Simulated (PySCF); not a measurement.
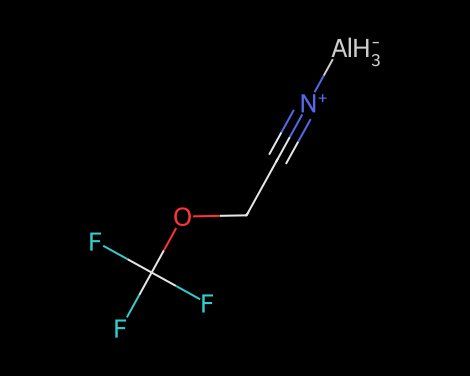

2D structure.

> Give its SMILES.

FC(F)(F)OCC#[N+][AlH3-]

> What is the molecular formula?

C3H5AlF3NO.

> An optimisation with GFN2-xTB gave a structure of which point group?

C1. Other conformers may differ.

The parts below concern this one geometry. Atoms keep their numbers from picture to picture. The computed structure is the end point of a GFN2-xTB optimisation. No frequency run is at hand to confirm it as a minimum.

### Geometry

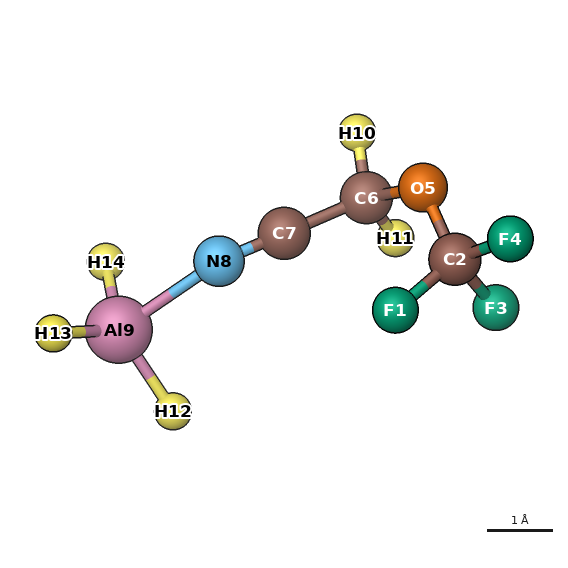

Numbered structure. No frequency run is at hand to confirm it as a minimum.

> Describe the coordination of atom 7.

C7 has 2 neighbours (C6 at 1.45, N8 at 1.15 Å); the arrangement is linear.

> Describe the coordination of atom 6.

C6 has 4 neighbours (O5 at 1.43, C7 at 1.45, H10 at 1.10, H11 at 1.10 Å); the arrangement is tetrahedral.

> Describe the coordination of atom 5.

O5 has 2 neighbours (C2 at 1.33, C6 at 1.43 Å); the arrangement is bent.

> How are the neighbours of atom 8 arranged?

N8 has 2 neighbours (C7 at 1.15, Al9 at 2.01 Å); the arrangement is bent.

> What is the dihedral angle C2–O5–C6–C7?

71° in size, that is gauche.

### Electronic properties

No frequency run is at hand to confirm it as a minimum. Method: PBE0/def2-SVPD, gas phase (PySCF 2.14.0). Excitations: vertical, linear response.

> Give the brightest of the 6 lowest singlets at this level.

5.20 eV.

> What is the lowest vertical singlet excitation?

4.25 eV.

> Give the HOMO–LUMO gap at this level.

5.36 eV.

> Estimate the mean static polarisability.

83.3 bohr³.

### NMR shielding

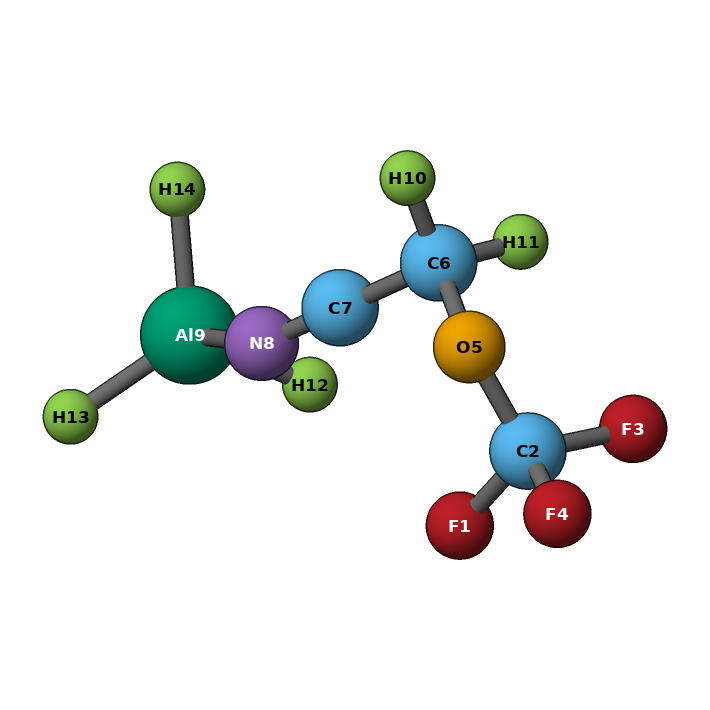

No frequency run is at hand to confirm it as a minimum. Properties computed with GIAO PBE0/pcSseg-1 NMR shielding, non-relativistic, gas phase (PySCF 2.14.0). Principal shieldings σ11 ≤ σ22 ≤ σ33, span Ω = σ33 − σ11, skew κ = 3(σiso − σ22)/Ω.

Give the shielding tensors of the N atoms.

```json
{"atom": "N8", "σ11": "−160.5", "σ22": "−130.6", "σ33": "291.1", "σiso": "0.0", "Ω": "451.6", "κ": "0.87"}
```

Shieldings and span in ppm.

### Charges

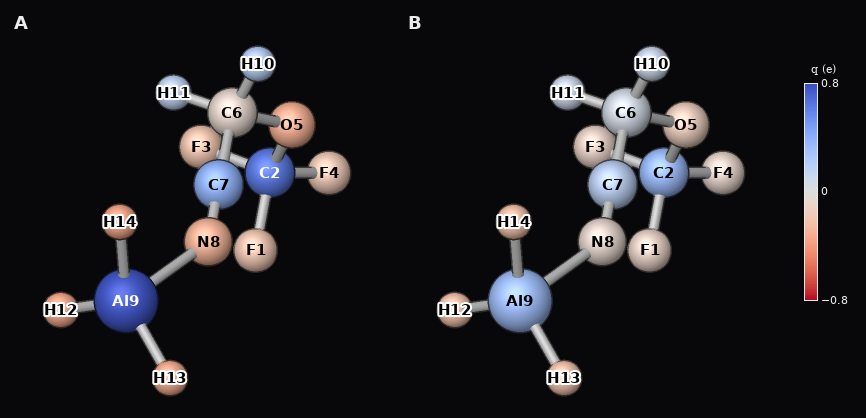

Atomic charges of one calculation by 2 schemes, on one colour scale. No frequency run is at hand to confirm it as a minimum. Method: PBE0/pcSseg-1 (PySCF 2.14.0).

> The schemes are ESP-fitted, Hirshfeld. Which panel shows which?

A ESP-fitted, B Hirshfeld.

List the charges (e), one line for each set of equivalent atoms.

```
atom  ESP-fitted  Hirshfeld
  F1       −0.17      −0.09
  C2        0.62       0.32
  F3       −0.18      −0.09
  F4       −0.16      −0.07
  O5       −0.29      −0.12
  C6       −0.06       0.06
  C7        0.36       0.17
  N8       −0.26      −0.06
 Al9        0.75       0.30
 H10        0.19       0.10
 H11        0.16       0.08
 H12       −0.32      −0.20
 H13       −0.30      −0.19
 H14       −0.34      −0.20
```

The geometry is semi-empirical. Around Al such bond lengths and angles can be off by a tenth of an ångström or more and by several degrees, and values that hang on the shape move with them.
